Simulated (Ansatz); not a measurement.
## C$_{3}$H$_{9}$As: one change and its effect

System: C$_{3}$H$_{9}$As.
Method of run 1: RKS SPW92/def2-TZVPP (Ansatz 0.2.0).

The geometry comes from this level: PBE0-D4/def2-TZVP. Text and figures count atoms from 1; the logs count them from 0 in places.

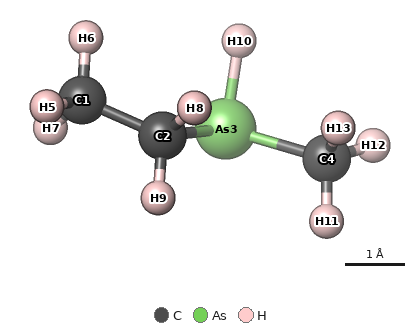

**Figure 1.** The structure (ball-and-stick view, seen at a tilt; atoms are numbered from 1 in the order of the input). Bond lengths as drawn: As–C 1.97 to 1.98 Å, As–H 1.53 Å, C–C 1.52 Å and C–H 1.09 Å.

### Input file, run 1
```yaml
crystal:
  periodic: [false, false, false]
  atoms:
    - {symbol: C, position_ang: [-0.449952, 2.028290, -0.287537]}
    - {symbol: C, position_ang: [-0.594812, 0.518897, -0.217232]}
    - {symbol: As, position_ang: [1.153220, -0.397771, -0.316146]}
    - {symbol: C, position_ang: [0.541373, -2.196916, 0.196206]}
    - {symbol: H, position_ang: [-1.425839, 2.521462, -0.278141]}
    - {symbol: H, position_ang: [0.120884, 2.413102, 0.561651]}
    - {symbol: H, position_ang: [0.068185, 2.337834, -1.198818]}
    - {symbol: H, position_ang: [-1.107707, 0.210414, 0.696415]}
    - {symbol: H, position_ang: [-1.180938, 0.147032, -1.062390]}
    - {symbol: H, position_ang: [1.597005, 0.010933, 1.087641]}
    - {symbol: H, position_ang: [0.015392, -2.639017, -0.651058]}
    - {symbol: H, position_ang: [1.407119, -2.819148, 0.424584]}
    - {symbol: H, position_ang: [-0.123431, -2.169812, 1.059524]}
basis:
  gaussian: {orbitals: def2-TZVPP}
hamiltonian: {xc: lda}
output: {orbitals: {seedname: orbitals}}
```

Hardware: 4 CPU threads, shared host.

### Output (run 1)
```
Functional definition: SPW92
  exchange = slater_x
  correlation = pw_c
1444 factors; their error is unknown
mean field evaluation 1: about -63958.4242 eV, gradient 9.7e1 eV
mean field evaluation 2: about -63912.5613 eV, gradient 1.5e2 eV
mean field evaluation 4: about -63978.8272 eV, gradient 1.6e1 eV
mean field evaluation 8: about -63979.5237 eV, gradient 9.2e-2 eV
mean field evaluation 16: about -63979.4946 eV, gradient 1.5e-4 eV
mean field -63979.49457005 eV, -2351.2030585903 hartree, gradient 4.0e-5 eV, S^2 0.000000; 0 other end points of the search recorded, 0 dependent functions left out
reference -63979.49461234 eV, -2351.2030601445 hartree; 30, 30 occupied and 237, 237 virtual orbitals, 1444 factors
Total energy: -63979.49461234 eV, -2351.2030601445 hartree
```

Run 2 used a changed input.

### The two runs side by side

| quantity | run 1 | run 2 |
| --- | --- | --- |
| outcome | converged | converged |
| total energy (hartree) | −2351.203060 | −2353.975172 |
| HOMO (eV) | −5.74 | −9.16 |
| LUMO (eV) | −0.33 | 3.38 |
| basis functions | 267 | 267 |
| wall time (shared host) | 1.8 s | 2 min |

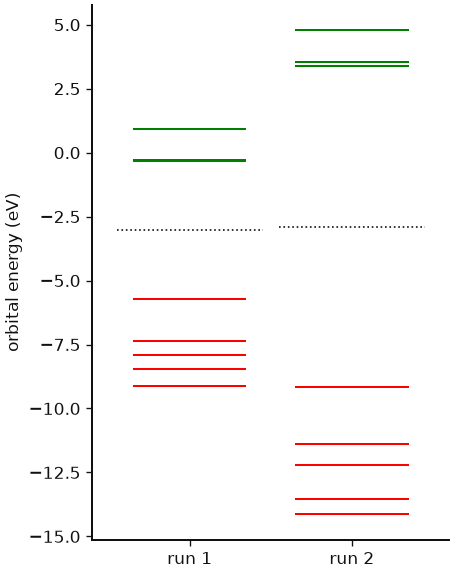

**Figure 2.** The five highest filled and three lowest empty orbital energies of the two runs; the dotted lines part filled from empty levels. The HOMO–LUMO gap is 5.41 eV in run 1 and 12.55 eV in run 2.

Which change of the input explains these differences?

The change (lines with − go, lines with + come):
```diff
-hamiltonian: {xc: lda}
+correlation: {method: ccsd_t}
```

The total energies belong to different methods, so their difference says nothing on which is more stable or more accurate. The HOMO goes from −5.74 to −9.16 eV. The LUMO goes from −0.33 to 3.38 eV.

### Output (run 2)
```
Functional definition: HF
  exchange = exact_x
  correlation = 0
1562 factors; integrals over basis functions are off by at most 1.0e-3 eV
mean field evaluation 1: about -64027.1083 eV, gradient 3.5e1 eV
mean field evaluation 2: about -64027.2855 eV, gradient 3.5e1 eV
mean field evaluation 4: about -64030.5973 eV, gradient 3.8e0 eV
mean field evaluation 8: about -64030.6521 eV, gradient 2.3e-1 eV
mean field evaluation 16: about -64029.8528 eV, gradient 1.5e1 eV
mean field -64030.65242773 eV, -2353.0830751842 hartree, gradient 4.4e-6 eV, S^2 0.000000; 0 other end points of the search recorded, 0 dependent functions left out
12 core orbitals not correlated: weight in the atoms' cores, before any rotation towards them, 1.000 or more for the frozen orbitals, at most 0.000 for the correlated occupied ones
reference -64030.65242773 eV, -2353.0830751842 hartree; 18, 18 occupied and 237, 237 virtual orbitals, 1562 factors
second order -22.15988076 eV of doubles, -0.00000000 eV of singles
cycle   1  -22.70934047 eV  change   -5.5e-1 eV  update   9.6e-2
cycle   2  -23.31334675 eV  change   -6.0e-1 eV  update   2.7e-2
cycle   3  -23.38358486 eV  change   -7.0e-2 eV  update   1.1e-2
cycle   4  -23.37994889 eV  change    3.6e-3 eV  update   2.9e-3
cycle   5  -23.38027913 eV  change   -3.3e-4 eV  update   1.1e-3
cycle   6  -23.37994842 eV  change    3.3e-4 eV  update   3.6e-4
cycle   7  -23.37987318 eV  change    7.5e-5 eV  update   1.1e-4
cycle   8  -23.37988167 eV  change   -8.5e-6 eV  update   3.8e-5
perturbative correction -0.89532284 eV, -0.0329025076 hartree
Total energy: -64054.92763224 eV, -2353.9751724956 hartree
```
